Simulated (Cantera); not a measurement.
A closed system holds: 1 mol Ta₂O₅, 2.7 mol CH₄, 0.43 mol H₂, 0.87 mol C, held at 0.00220 bar.

Cantera equilibrium calculation (NASA polynomials, part measured and part estimated; ideal gas, pure solids and liquids). Candidate condensed phases: C, C₆H₆, C₇H₈, C₈H₁₈, H₂O, Ta, TaC, Ta₂O₅; 113 gas species. Mutual solubility and eutectic melting of coexisting phases are not modelled. TaC: taken at fixed stoichiometry. Condensed phases not in the tables: Ta₂C, N, O or C dissolved in the metal. The numbers say what is thermodynamically allowed, not how fast it happens.

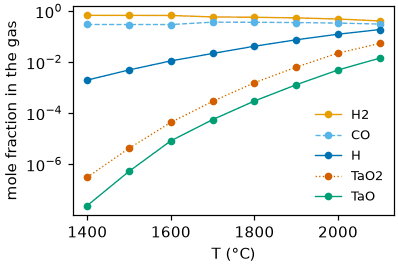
*Equilibrium gas composition (values under 1e-9 drawn at 1e-9)*

From 1400 °C to 1600 °C the condensed part is TaC(s) + Ta₂O₅(s). At 1700 °C the condensed part is Ta(s) + Ta₂O₅(s). From 1800 °C to 2000 °C the condensed part is Ta(s) + Ta₂O₅(l). At 2100 °C the condensed part is Ta(s). The main Ta-bearing gas is TaO₂ throughout.
